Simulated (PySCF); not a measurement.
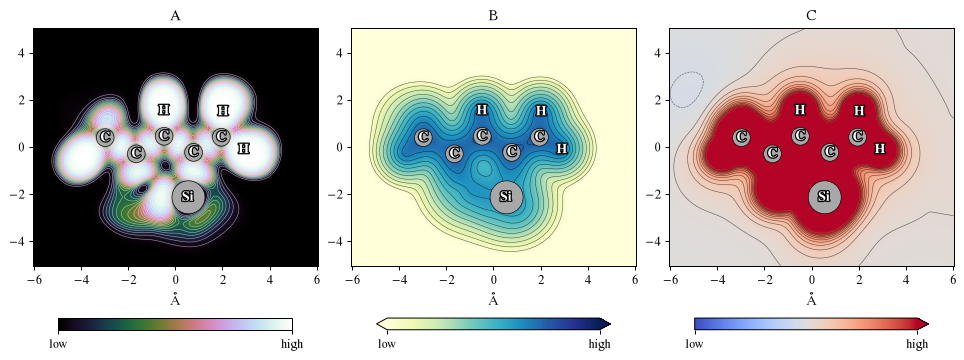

C$_{5}$H$_{7}$BClSi (SMILES C=C1C=C(CCl)[B][SiH2]1) (doublet): 3 fields on the plane of atoms C1, C2 and C3, with unlabelled colour scales. Grey discs cover the atomic cores.

Geometry: GFN2-xTB.

Level of theory: UKS B3LYP, pcH-1 on B C Cl H Si, non-relativistic, mean-field spin-orbit, GIAO in PySCF.

The calculation's input:

```
{"job": {"kind": "epr", "basis": "pcH-1"}, "charge": 0, "multiplicity": 2}
C     -2.170602    -0.687789    -0.958686
C     -1.175921    -0.149505    -0.235413
C      0.191171    -0.212801    -0.639344
C      1.180450     0.267660     0.233989
C      2.605470     0.282301    -0.199937
Cl     3.374548    -1.326630     0.106216
B      0.524410     0.465327     1.521236
Si    -1.382343     0.656655     1.499802
H     -3.198468    -0.620803    -0.648003
H     -1.979311    -1.225762    -1.876128
H      0.454334    -0.656870    -1.592034
H      3.198227     1.004173     0.360254
H      2.705883     0.459379    -1.270973
H     -2.070133     1.951165     1.363023
H     -2.262130    -0.198511     2.314085
```

Command:

```sh
OMP_NUM_THREADS=1 python probes_run.py task.json out
```

Q: Match the panels to the quantities (electron density, electron localisation function and electrostatic potential).

A: Panel A: electron localisation function. Panel B: electron density. Panel C: electrostatic potential (strongly positive close to the atoms and fading to about zero outside). From the grid: C–C (1.34 Å): the density is about 2.3 e/Å³ at the midpoint; the ELF peaks at about 0.95 between the atoms; a multiple bond.
